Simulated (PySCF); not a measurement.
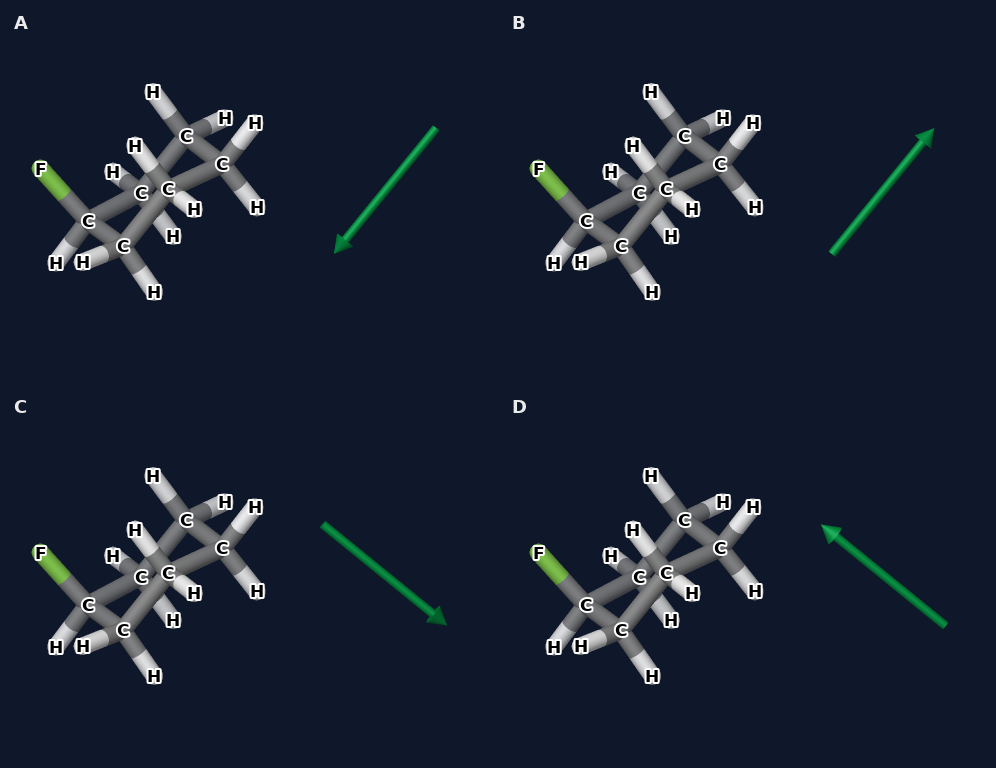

The same molecule four times, each with an arrow. The computed structure is the end point of a GFN2-xTB optimisation. No frequency run is at hand to confirm it as a minimum. Method: PBE0/pcSseg-1, gas phase (PySCF 2.14.0).

Which arrow points along the dipole moment, from the negative to the positive end?

C. The dipole moment is 1.72 D.
